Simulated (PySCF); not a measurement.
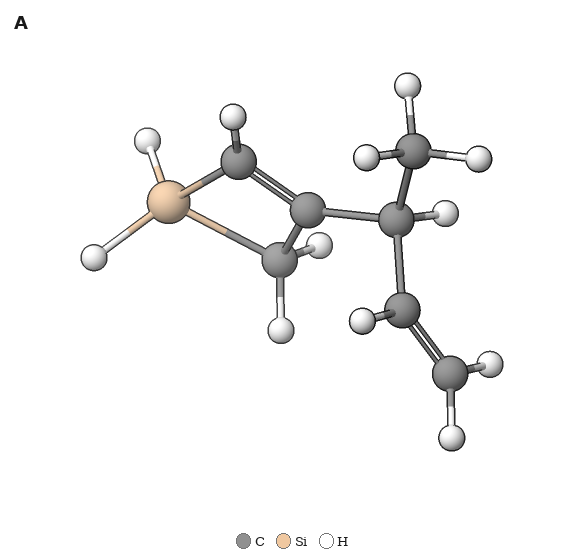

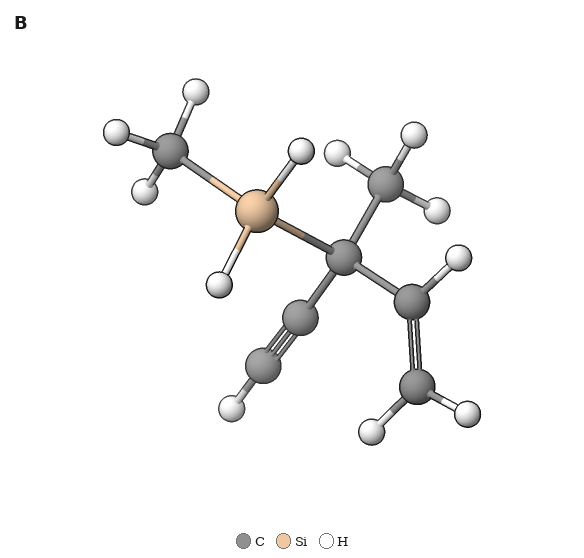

2 stationary structures of one formula. Geometries: GFN2-xTB. Electronic energies: PBE0/pcSseg-1 (PySCF 2.14.0), without zero-point energy. No frequency run is at hand to confirm each as a minimum. Each is one conformer, not always the lowest.

Question: Rank them by energy, lowest first.

Answer: A is lowest; B lies 16.6 kcal/mol above it. A is `C=C[C@H](C)C1=C[SiH2]C1`, B is `C#C[C@](C)(C=C)[SiH2]C`.

The geometry is semi-empirical. Around Si such bond lengths and angles can be off by a tenth of an ångström or more and by several degrees, and values that hang on the shape move with them.
